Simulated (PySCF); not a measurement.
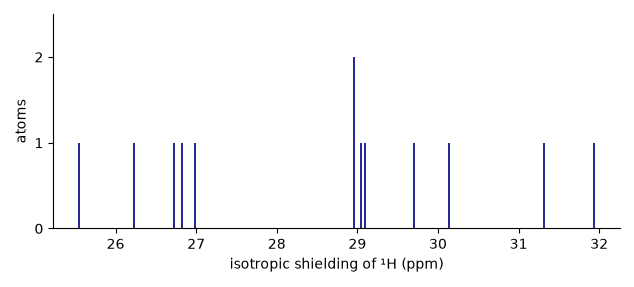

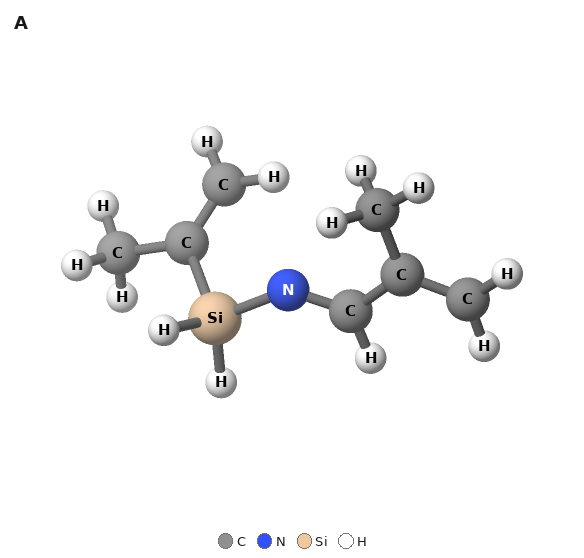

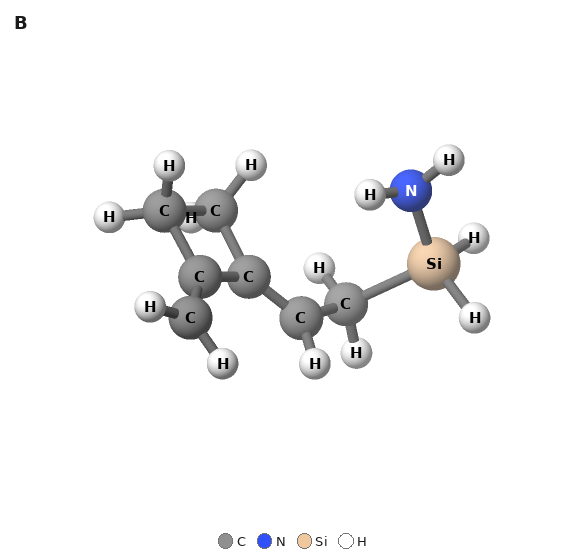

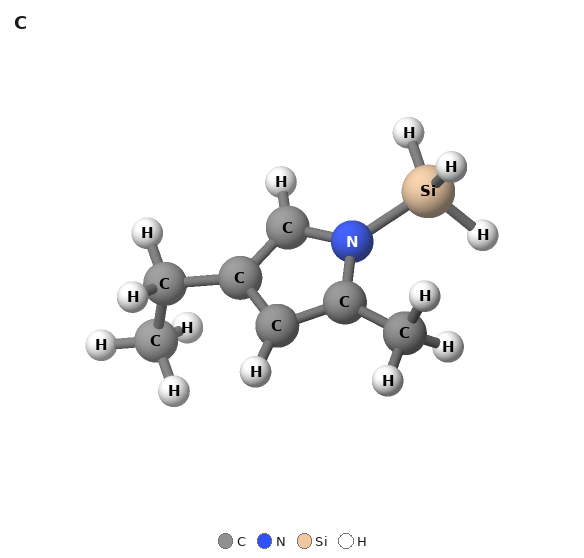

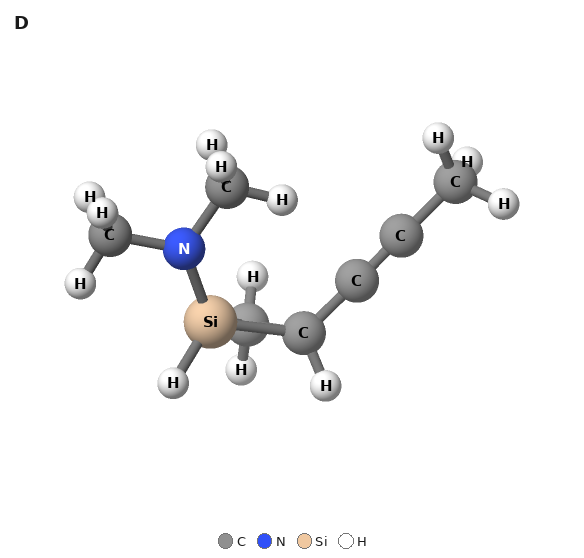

The sticks are computed shieldings of one of the molecules, for one fixed geometry (GFN2-xTB) without averaging over rotations. Low shielding means a high chemical shift. Method: GIAO PBE0/pcSseg-1 NMR shielding, non-relativistic, gas phase (PySCF 2.14.0).

> Match the spectrum to a structure.

B, `C=C1CC/C1=C\C[SiH2]N`. Its 13 H atoms give lines at 25.55, 26.23, 26.73, 26.82, 26.98, 28.95 (2 atoms), 29.05, 29.10, 29.70, 30.14, 31.31, 31.94 ppm.

The geometry is semi-empirical. Around Si such bond lengths and angles can be off by a tenth of an ångström or more and by several degrees, and values that hang on the shape move with them.
